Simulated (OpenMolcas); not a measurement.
## NaB⁺: relativistic diatomic calculation (part 2 of 2)

The same run, continued: NaB⁺. Method: SA-CASSCF(3,8)/XMS-CASPT2 + RASSI spin-orbit (X2C scalar, AMFI), ANO-RCC-VTZP (OpenMolcas).

**Output (extracts), continued**
```
++ Dipole transition strengths (spin-free states):
     for osc. strength at least  1.00000000E-05
      From   To        Osc. strength     Einstein coefficients Ax, Ay, Az (sec-1)    Total A (sec-1)
         1    2       9.98678604E-02  0.00000000E+00  0.00000000E+00  1.01570163E+08  1.01570163E+08
         1    5       5.02876321E-03  9.13838769E+06  3.13964059E+04  0.00000000E+00  9.16978410E+06
         1    6       5.02876247E-03  3.13964171E+04  9.13838724E+06  0.00000000E+00  9.16978365E+06
         3    2       2.35957518E-03  1.99811356E+06  4.21011894E+02  0.00000000E+00  1.99853457E+06
         3    5       9.33358171E-02  0.00000000E+00  0.00000000E+00  1.48695846E+08  1.48695846E+08
         3    6       4.99991438E-04  0.00000000E+00  0.00000000E+00  7.96550134E+05  7.96550134E+05
         4    2       2.35957789E-03  4.21011040E+02  1.99811535E+06  0.00000000E+00  1.99853636E+06
         4    5       4.99991346E-04  0.00000000E+00  0.00000000E+00  7.96549753E+05  7.96549753E+05
         4    6       9.33358107E-02  0.00000000E+00  0.00000000E+00  1.48695824E+08  1.48695824E+08
         7    9       3.29031615E-05  4.90456349E-03  2.17396904E+02  0.00000000E+00  2.17401809E+02
         8    9       3.29031299E-05  2.17396511E+02  4.90454718E-03  0.00000000E+00  2.17401416E+02
         2    5       1.27773873E-04  1.48825791E+04  5.11238194E+01  0.00000000E+00  1.49337030E+04
         2    6       1.27773743E-04  5.11238907E+01  1.48825697E+04  0.00000000E+00  1.49336936E+04
 Electric-quadrupole - electric-quadrupole not included
 Electric-dipole - electric-octupole not included
 Electric-dipole - magnetic-quadrupole not included
   Eigenvalues of complex Hamiltonian:
  (Shifted by EMIN (a.u.) =       -186.6567832438)
 SO State       Relative EMIN(au)   Rel lowest level(eV)    D:o, cm**(-1)      Omega
     1            -0.0000000651        0.0000000000              0.0000         0.5
     2            -0.0000000651        0.0000000000              0.0000         0.5
     3             0.0155275206        0.4225271317           3407.9111         0.5
     4             0.0155275206        0.4225271317           3407.9111         0.5
     5             0.0155810431        0.4239835537           3419.6580         1.5
     6             0.0155810431        0.4239835537           3419.6580         1.5
     7             0.1390319384        3.7832535486          30513.9977         0.5
     8             0.1390319384        3.7832535486          30513.9977         0.5
     9             0.1390507377        3.7837651024          30518.1237         0.5
    10             0.1390507377        3.7837651024          30518.1237         0.5
    11             0.1390695584        3.7842772391          30522.2543         1.5
    12             0.1390695584        3.7842772391          30522.2543         1.5
    13             0.1390884007        3.7847899659          30526.3898         2.5
    14             0.1390884007        3.7847899659          30526.3898         2.5
    15             0.1534004702        4.1742412177          33667.5259         1.5
    16             0.1534004702        4.1742412177          33667.5259         1.5
    17             0.1534005085        4.1742422592          33667.5343         0.5
    18             0.1534005085        4.1742422592          33667.5343         0.5
    19             0.1779159015        4.8413400879          39048.0412         0.5
    20             0.1779159015        4.8413400879          39048.0412         0.5
    21             0.2382215663        6.4823408256          52283.6047         0.5
    22             0.2382215663        6.4823408256          52283.6047         0.5
    23             0.2382352462        6.4827130744          52286.6071         1.5
    24             0.2382352462        6.4827130744          52286.6071         1.5
 Weights of the five most important spin-orbit-free states for each spin-orbit state.
 SO State  Total energy (au)           Spin-free states, spin, and weights
    1        -0.000000       1 0.5  1.0000    3 0.5  0.0000    4 0.5  0.0000    7 1.5  0.0000    8 1.5  0.0000
    2        -0.000000       1 0.5  1.0000    3 0.5  0.0000    4 0.5  0.0000    7 1.5  0.0000    8 1.5  0.0000
    3         0.015528       3 0.5  0.5002    4 0.5  0.4998    1 0.5  0.0000    2 0.5  0.0000    8 1.5  0.0000
    4         0.015528       3 0.5  0.5002    4 0.5  0.4998    1 0.5  0.0000    2 0.5  0.0000    8 1.5  0.0000
    5         0.015581       4 0.5  0.5002    3 0.5  0.4998    7 1.5  0.0000    8 1.5  0.0000    9 1.5  0.0000
    6         0.015581       4 0.5  0.5002    3 0.5  0.4998    7 1.5  0.0000    8 1.5  0.0000    9 1.5  0.0000
    7         0.139032       7 1.5  0.5001    8 1.5  0.4999    9 1.5  0.0000    1 0.5  0.0000    2 0.5  0.0000
    8         0.139032       7 1.5  0.5001    8 1.5  0.4999    9 1.5  0.0000    1 0.5  0.0000    2 0.5  0.0000
    9         0.139051       7 1.5  0.5002    8 1.5  0.4998    9 1.5  0.0000    6 0.5  0.0000    5 0.5  0.0000
   10         0.139051       7 1.5  0.5002    8 1.5  0.4998    9 1.5  0.0000    6 0.5  0.0000    5 0.5  0.0000
   11         0.139070       8 1.5  0.5002    7 1.5  0.4998    9 1.5  0.0000    5 0.5  0.0000    6 0.5  0.0000
   12         0.139070       8 1.5  0.5002    7 1.5  0.4998    9 1.5  0.0000    5 0.5  0.0000    6 0.5  0.0000
   13         0.139088       8 1.5  0.5001    7 1.5  0.4999    9 1.5  0.0000    1 0.5  0.0000    2 0.5  0.0000
   14         0.139088       8 1.5  0.5001    7 1.5  0.4999    9 1.5  0.0000    1 0.5  0.0000    2 0.5  0.0000
   15         0.153400       9 1.5  1.0000    8 1.5  0.0000    7 1.5  0.0000    5 0.5  0.0000    6 0.5  0.0000
   16         0.153400       9 1.5  1.0000    8 1.5  0.0000    7 1.5  0.0000    5 0.5  0.0000    6 0.5  0.0000
   17         0.153401       9 1.5  1.0000    8 1.5  0.0000    7 1.5  0.0000    2 0.5  0.0000    5 0.5  0.0000
   18         0.153401       9 1.5  1.0000    8 1.5  0.0000    7 1.5  0.0000    2 0.5  0.0000    5 0.5  0.0000
   19         0.177916       2 0.5  1.0000    9 1.5  0.0000    4 0.5  0.0000    3 0.5  0.0000    7 1.5  0.0000
   20         0.177916       2 0.5  1.0000    9 1.5  0.0000    4 0.5  0.0000    3 0.5  0.0000    7 1.5  0.0000
   21         0.238222       5 0.5  0.5004    6 0.5  0.4996    9 1.5  0.0000    8 1.5  0.0000    7 1.5  0.0000
   22         0.238222       5 0.5  0.5004    6 0.5  0.4996    9 1.5  0.0000    8 1.5  0.0000    7 1.5  0.0000
   23         0.238235       6 0.5  0.5004    5 0.5  0.4996    9 1.5  0.0000    7 1.5  0.0000    8 1.5  0.0000
   24         0.238235       6 0.5  0.5004    5 0.5  0.4996    9 1.5  0.0000    7 1.5  0.0000    8 1.5  0.0000
++ Dipole transition strengths (SO states):
        for osc. strength at least   1.00000000E-05
      From   To        Osc. strength     Einstein coefficients Ax, Ay, Az (sec-1)    Total A (sec-1)
         1   19       9.98673320E-02  0.00000000E+00  0.00000000E+00  1.01569702E+08  1.01569702E+08
         1   21       5.02860045E-03  4.58845790E+06  4.58050894E+06  0.00000000E+00  9.16896684E+06
         1   23       5.02888621E-03  4.58129627E+06  4.58924477E+06  0.00000000E+00  9.17054104E+06
         2   20       9.98673320E-02  0.00000000E+00  0.00000000E+00  1.01569702E+08  1.01569702E+08
         2   22       5.02860045E-03  4.58845790E+06  4.58050894E+06  0.00000000E+00  9.16896684E+06
         2   24       5.02888621E-03  4.58129627E+06  4.58924477E+06  0.00000000E+00  9.17054104E+06
         3   19       2.35995280E-03  1.00014259E+06  9.99369816E+05  0.00000000E+00  1.99951241E+06
         3   21       9.38439123E-02  0.00000000E+00  0.00000000E+00  1.49532020E+08  1.49532020E+08
         4   20       2.35995280E-03  1.00014259E+06  9.99369816E+05  0.00000000E+00  1.99951241E+06
         4   22       9.38439123E-02  0.00000000E+00  0.00000000E+00  1.49532020E+08  1.49532020E+08
         5   19       2.35918908E-03  9.98386674E+05  9.99161239E+05  0.00000000E+00  1.99754791E+06
         5   23       9.38272524E-02  0.00000000E+00  0.00000000E+00  1.49451981E+08  1.49451981E+08
         6   20       2.35918908E-03  9.98386674E+05  9.99161239E+05  0.00000000E+00  1.99754791E+06
         6   24       9.38272524E-02  0.00000000E+00  0.00000000E+00  1.49451981E+08  1.49451981E+08
         7   15       3.29679098E-05  1.09332709E+02  1.09356365E+02  0.00000000E+00  2.18689074E+02
         8   16       3.29679098E-05  1.09332709E+02  1.09356365E+02  0.00000000E+00  2.18689074E+02
         9   17       3.29248037E-05  1.08881298E+02  1.08951871E+02  0.00000000E+00  2.17833168E+02
        10   18       3.29248037E-05  1.08881298E+02  1.08951871E+02  0.00000000E+00  2.17833168E+02
        11   17       3.28816876E-05  1.08523903E+02  1.08453723E+02  0.00000000E+00  2.16977626E+02
        12   18       3.28816876E-05  1.08523903E+02  1.08453723E+02  0.00000000E+00  2.16977626E+02
        13   15       3.28383850E-05  1.08072275E+02  1.08049013E+02  0.00000000E+00  2.16121288E+02
        14   16       3.28383850E-05  1.08072275E+02  1.08049013E+02  0.00000000E+00  2.16121288E+02
        19   21       1.27760083E-04  7.47083007E+03  7.45788013E+03  0.00000000E+00  1.49287102E+04
        19   23       1.27787561E-04  7.46287785E+03  7.47581827E+03  0.00000000E+00  1.49386961E+04
        20   22       1.27760083E-04  7.47083007E+03  7.45788013E+03  0.00000000E+00  1.49287102E+04
        20   24       1.27787561E-04  7.46287785E+03  7.47581827E+03  0.00000000E+00  1.49386961E+04
 Electric-quadrupole - electric-quadrupole not included
 Electric-dipole - electric-octupole not included
 Electric-dipole - magnetic-quadrupole not included
```

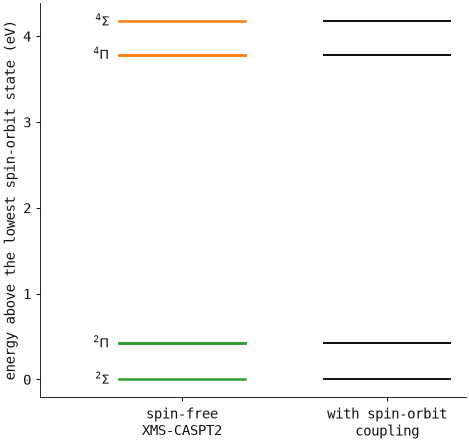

Fig. 1: States up to 4.5 eV at 2.850 Å, without spin-orbit coupling (left, a colour for each spin multiplicity) and with it (right, where close levels merge). The spin-free states run ²Σ (0.00 eV), ²Π (0.42 eV), ⁴Π (3.78 eV), ⁴Σ (4.17 eV) from the lowest. The lowest spin-orbit levels have |Ω| = 1/2 (0 cm⁻¹), 1/2 (3,408 cm⁻¹), 3/2 (3,420 cm⁻¹), 1/2 (30,514 cm⁻¹), 3/2 (30,522 cm⁻¹).

**Key numbers**

- outcome: converged
- lowest spin-free state: ²Σ
- lowest spin-orbit level: Ω = 1/2, −186.65678 hartree
- next level: Ω = 1/2, 3,408 cm⁻¹
- wall time: 32 s
